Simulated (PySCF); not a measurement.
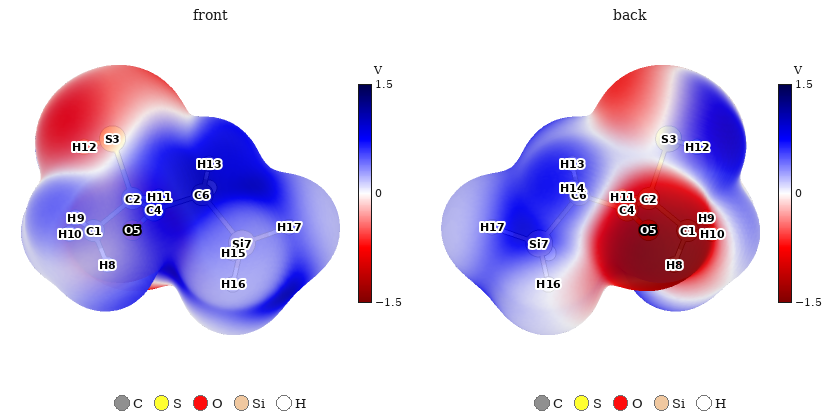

*C₄H₁₀OSSi (SMILES C[C@H](S)C(=O)C[SiH3]). The electrostatic potential painted on the density surface at 0.001 e/bohr³, seen from the front and from behind; the colour scale runs from red (negative) to blue (positive).*

Geometry: GFN2-xTB.

Computed with PBE0/pcSseg-1, SCF density, gas phase, non-relativistic (PySCF).

```json
{"atom": "C", "x (Å)": "2.0826", "y (Å)": "0.0015", "z (Å)": "-0.8902"}
{"atom": "C", "x (Å)": "0.6424", "y (Å)": "0.4663", "z (Å)": "-0.7937"}
{"atom": "S", "x (Å)": "0.4665", "y (Å)": "2.2260", "z (Å)": "-1.3046"}
{"atom": "C", "x (Å)": "0.0876", "y (Å)": "0.4142", "z (Å)": "0.6223"}
{"atom": "O", "x (Å)": "0.8178", "y (Å)": "0.4703", "z (Å)": "1.5846"}
{"atom": "C", "x (Å)": "-1.3861", "y (Å)": "0.2852", "z (Å)": "0.7124"}
{"atom": "Si", "x (Å)": "-1.8237", "y (Å)": "-1.5820", "z (Å)": "0.7729"}
{"atom": "H", "x (Å)": "2.1337", "y (Å)": "-1.0709", "z (Å)": "-0.7093"}
{"atom": "H", "x (Å)": "2.4923", "y (Å)": "0.2158", "z (Å)": "-1.8744"}
{"atom": "H", "x (Å)": "2.6837", "y (Å)": "0.5041", "z (Å)": "-0.1347"}
{"atom": "H", "x (Å)": "-0.0072", "y (Å)": "-0.0743", "z (Å)": "-1.4847"}
{"atom": "H", "x (Å)": "1.2254", "y (Å)": "2.7235", "z (Å)": "-0.3308"}
{"atom": "H", "x (Å)": "-1.8759", "y (Å)": "0.7557", "z (Å)": "-0.1378"}
{"atom": "H", "x (Å)": "-1.7392", "y (Å)": "0.7476", "z (Å)": "1.6329"}
{"atom": "H", "x (Å)": "-1.3483", "y (Å)": "-2.2121", "z (Å)": "-0.4623"}
{"atom": "H", "x (Å)": "-1.1778", "y (Å)": "-2.1915", "z (Å)": "1.9304"}
{"atom": "H", "x (Å)": "-3.2808", "y (Å)": "-1.6676", "z (Å)": "0.8571"}
```

Where is the surface potential most negative and most positive?

Answer. The most negative region (about −1.5 V, or −35 kcal/mol for a unit charge) lies over O5, the most positive (about +1.0 V, or +23 kcal/mol for a unit charge) over Si7, H11 and H13. O5 is the likeliest acceptor of a hydrogen bond.

What dipole moment does the calculation give?

Answer. Its dipole moment is 1.83 D.
